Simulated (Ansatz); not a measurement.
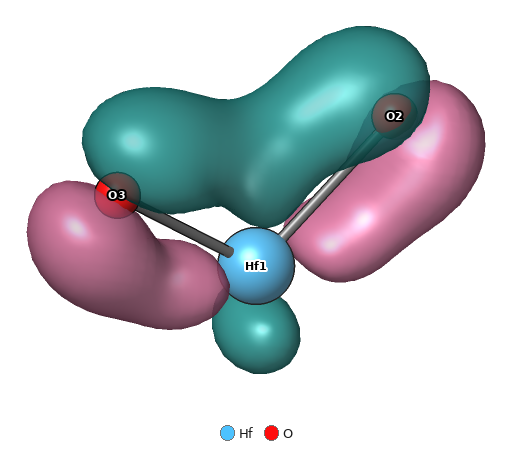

Figure. HfO$_{2}$ (triplet). The HOMO (β) at ±0.2 Å⁻³ᐟ² (teal and pink are the two phases), seen at a tilt.

Geometry: B3LYP-D4/def2-TZVP; core potentials replace the inner electrons of Hf.

Method: UKS PBE0-D4/def2-TZVP (Ansatz).

Q: Where does this orbital lie, and at what energy?

A: Its weight (Hirshfeld) is mainly on O2 (about 35 %), O3 (about 35 %) and Hf1 (about 30 %); it is symmetric in the molecular plane (an in-plane orbital: σ, lone-pair or in-plane π type). Its energy is −8.55 eV.
